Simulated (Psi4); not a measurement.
# HF (hydrogen fluoride) at B3LYP/cc-pVDZ (sweep point 1)

What is the vertical ionisation energy of HF (hydrogen fluoride) at B3LYP/cc-pVDZ (sweep point 1)? 

The calculation is run with Psi4 1.11.

## Step 1: The system as given

The species is HF (2 atoms), meant as a singlet with charge 0. As SMILES, `F`. The shape is that of a PBE0-D4/def2-TZVP optimisation.

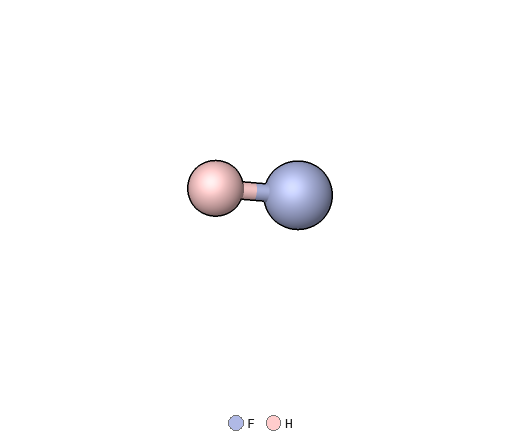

The structure, seen from a chosen angle (fluorine light blue, hydrogen pink).

## Step 2: The energy at B3LYP/cc-pVDZ (sweep point 1)

Contents of job.py:

```python
import psi4

psi4.set_memory(1600000000)
psi4.set_num_threads(1)
psi4.set_output_file('psi4.out', False)

molecule = psi4.geometry("""
0 1
F     -0.390000     0.144600    -0.196400
H      0.390000    -0.144600     0.196400
symmetry c1
""")

options = {'puream': True, 'scf_type': 'pk', 'dft_radial_points': 99, 'dft_spherical_points': 590}
psi4.set_options(options)

e_tot, wfn = psi4.energy("b3lyp/cc-pVDZ", molecule=molecule, return_wfn=True)
print(f'b3lyp/cc-pVDZ energy: {e_tot:.10f} Eh')
```

Command:

```bash
$ python job.py
```

psi4.out, shortened:

```text
[...]
  Running in c1 symmetry.
[...]
  Nuclear repulsion =    5.176952311050555
[...]
  Multiplicity = 1
[...]
  Nalpha       = 5
  Nbeta        = 5
[...]
    Number of basis functions: 19
[...]
   @RKS iter   1:  -100.38456327356677   -1.73197e-01   2.10548e-02 DIIS/ADIIS
[...]
   @RKS iter   6:  -100.43550009017028   -7.95454e-09   3.27722e-07 DIIS
[...]
    Orbital Energies [Eh]
    ---------------------
    Doubly Occupied:
       1A    -24.661997     2A     -1.173545     3A     -0.520238
       4A     -0.380158     5A     -0.380158
[...]
  @RKS Final Energy:  -100.43550009017028
   => Energetics <=
    Nuclear Repulsion Energy =              5.1769523110505551
    One-Electron Energy =                -150.6972679806642930
    Two-Electron Energy =                  53.8667552153706453
    DFT Exchange-Correlation Energy =      -8.7819396359271771
    Empirical Dispersion Energy =           0.0000000000000000
    VV10 Nonlocal Energy =                  0.0000000000000000
    Total Energy =                       -100.4355000901702795
[...]
 Multipole Moments:
 ------------------------------------------------------------------------------------
     Multipole            Electronic (a.u.)      Nuclear  (a.u.)        Total (a.u.)
 ------------------------------------------------------------------------------------
 L = 1.  Multiply by 2.5417464519 to convert [e a0] to [Debye]
 Dipole X            :         -0.0000000           -0.0000000           -0.0000000
 Dipole Y            :          0.0000000            0.0000000            0.0000000
 Dipole Z            :         -0.1515585            0.8627082            0.7111497
 Magnitude           :                                                    0.7111497
[...]
```

The script printed:

```text
b3lyp/cc-pVDZ energy: -100.4355000902 Eh
```

Run time: 1.7 s. Hardware: 1 thread of INTEL XEON PLATINUM 8581C at 2.30GHz (Emerald Rapids), shared host; peak memory 0.29 GiB.

## Step 3: The doublet cation, same level

Contents of calc.py:

```python
import psi4

psi4.set_memory('1600 MB')
psi4.set_num_threads(1)
psi4.set_output_file('output.dat', False)

m = psi4.geometry("""
1 2
F     -0.390000     0.144600    -0.196400
H      0.390000    -0.144600     0.196400
symmetry c1
""")

psi4.set_options({
    'basis': 'cc-pVDZ',
    'reference': 'uks',
    'puream': True,
    'scf_type': 'pk',
    'dft_radial_points': 99,
    'dft_spherical_points': 590,
    'maxiter': 150,
})

energy_value, wavefunction = psi4.energy("b3lyp", return_wfn=True)
print(f'total energy {energy_value:.8f} hartree = {energy_value * 27.211386:.5f} eV')
for k, v in sorted(psi4.core.scalar_variables().items()):
    print(f'{k:45s} {v:18.10f}')
```

Command:

```bash
$ python calc.py
```

output.dat, shortened:

```text
[...]
  Running in c1 symmetry.
[...]
  Nuclear repulsion =    5.176952311050555
[...]
  Multiplicity = 2
[...]
  Nalpha       = 5
  Nbeta        = 4
[...]
    Number of basis functions: 19
[...]
   @UKS iter   1:   -99.83512225340546    3.76244e-01   1.26417e-02 ADIIS/DIIS
[...]
   @UKS iter   7:   -99.85486382512205   -8.62470e-09   4.92842e-07 DIIS
[...]
   @S^2 Observed:                7.513613951E-01
[...]
    Orbital Energies [Eh]
    ---------------------
    Alpha Occupied:
       1A    -25.376077     2A     -1.827228     3A     -1.119507
       4A     -1.088489     5A     -0.995213
    Alpha Virtual:
       6A     -0.327903     7A      0.147537     8A      0.545562
       9A      0.595235    10A      0.659952    11A      0.885588
      12A      0.905864    13A      1.278693    14A      1.658498
      15A      2.916981    16A      2.917119    17A      3.187538
      18A      3.254566    19A      3.998407
    Beta Occupied:
[...]
  @UKS Final Energy:   -99.85486382512205
   => Energetics <=
    Nuclear Repulsion Energy =              5.1769523110505551
    One-Electron Energy =                -144.4986300100308085
    Two-Electron Energy =                  47.8691272259611367
    DFT Exchange-Correlation Energy =      -8.4023133521029241
    Empirical Dispersion Energy =           0.0000000000000000
    VV10 Nonlocal Energy =                  0.0000000000000000
    Total Energy =                        -99.8548638251220524
[...]
 Multipole Moments:
 ------------------------------------------------------------------------------------
     Multipole            Electronic (a.u.)      Nuclear  (a.u.)        Total (a.u.)
 ------------------------------------------------------------------------------------
 L = 1.  Multiply by 2.5417464519 to convert [e a0] to [Debye]
 Dipole X            :         -0.0000000           -0.0000000           -0.0000000
 Dipole Y            :          0.0000000            0.0000000            0.0000000
 Dipole Z            :          0.0438270            0.8627082            0.9065352
 Magnitude           :                                                    0.9065352
[...]
```

On the terminal:

```text
total energy -99.85486383 hartree = -2717.18924 eV
CURRENT ENERGY                                    -99.8548638251
CURRENT REFERENCE ENERGY                          -99.8548638251
DD SOLVATION ENERGY                                 0.0000000000
DFT FUNCTIONAL TOTAL ENERGY                       -99.8548638251
DFT TOTAL ENERGY                                  -99.8548638251
DFT VV10 ENERGY                                     0.0000000000
DFT XC ENERGY                                      -8.4023133521
GRID ELECTRONS ALPHA                                4.9999999997
GRID ELECTRONS BETA                                 4.0000000004
GRID ELECTRONS TOTAL                                9.0000000001
NUCLEAR REPULSION ENERGY                            5.1769523111
ONE-ELECTRON ENERGY                              -144.4986300100
PCM POLARIZATION ENERGY                             0.0000000000
PE ENERGY                                           0.0000000000
SCF ITERATION ENERGY                              -99.8548638251
SCF ITERATIONS                                      7.0000000000
SCF TOTAL ENERGY                                  -99.8548638251
TWO-ELECTRON ENERGY                                47.8691272260
XC GRID RADIAL POINTS                              99.0000000000
XC GRID SPHERICAL POINTS                          590.0000000000
XC GRID TOTAL POINTS                           114063.0000000000
```

Wall time 2.2 s (1 thread of INTEL XEON PLATINUM 8581C at 2.30GHz (Emerald Rapids), shared host); peak memory 0.28 GiB.

## Step 4: Outcome

At B3LYP/cc-pVDZ (sweep point 1):

| quantity | value |
| --- | --- |
| singlet HF: total energy | -100.43550 Eh |
| singlet HF: dipole moment | 1.81 D |
| singlet HF: HOMO energy | -10.34 eV |
| singlet HF: LUMO energy | 1.32 eV |
| singlet HF: HOMO–LUMO gap | 11.66 eV |
| doublet cation: total energy | -99.85486 Eh |
| doublet cation: HOMO energy (highest over α and β) | -26.16 eV |
| doublet cation: LUMO energy (lowest over α and β) | -21.17 eV |
| doublet cation: ⟨S²⟩ | 0.751 |
| vertical ionisation energy (to the doublet cation) | 15.800 eV |

Removing an electron at fixed nuclei costs 15.80 eV (364 kcal/mol). The negative HOMO energy of the first species, 10.34 eV, lies 5.46 eV below that difference.
